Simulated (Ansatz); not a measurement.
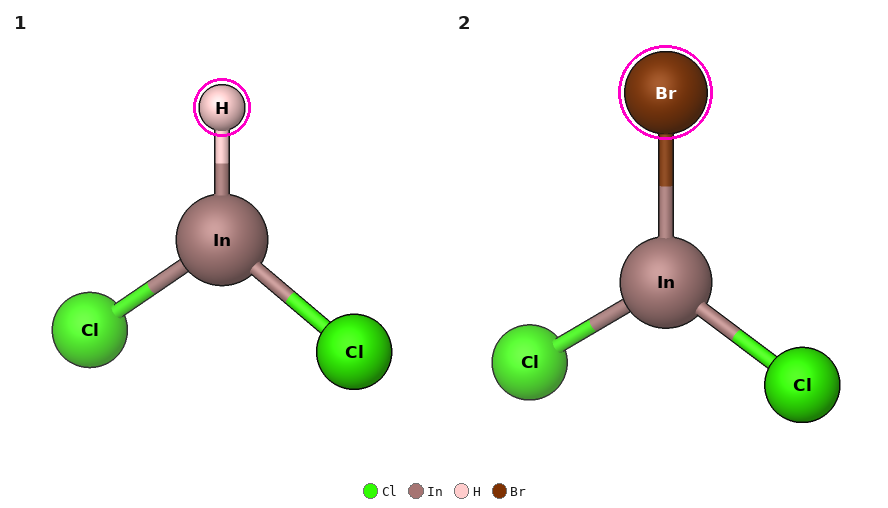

2 molecules with one skeleton, seen from the same side and at one scale; the atom that differs is circled. Each species is neutral and a spin singlet. Computed geometries: PBE0-D4/def2-TZVP optimisations, one conformation each. Properties computed with Ansatz 0.2.0. Elements past Kr carry core potentials.

One atom differs, called X below: H in panel 1, Br in panel 2. Their formulas are Cl2HIn (`[Cl][InH][Cl]`), InBrCl2 (`[Cl][In]([Cl])[Br]`).

**In which is the HOMO–LUMO gap larger (ωB97M-V/def2-TZVPP)?**

In panel 1 (X = H).

**In which is the harmonic X–In stretching wavenumber higher (PBE0-D4/def2-TZVP)?**

In panel 1 (X = H).

Give the values. With PBE0-D4/def2-TZVP: length of X–In (Å), mean angle Cl–In–X (°), harmonic X–In stretching wavenumber (cm⁻¹). With ωB97M-V/def2-TZVPP: dipole moment (D), HOMO energy (Kohn–Sham orbital) (eV), HOMO–LUMO gap (eV).

```csv
quantity,1 (H),2 (Br),2 − 1
length of X–In (Å),1.694,2.430,+0.736
mean angle Cl–In–X (°),124.1,120.6,−3.5
dipole moment (D),2.56,0.42,−2.14
HOMO energy (Kohn–Sham orbital) (eV),−11.14,−11.19,−0.05
HOMO–LUMO gap (eV),10.76,10.22,−0.54
harmonic X–In stretching wavenumber (cm⁻¹),1910,259,−1651
```
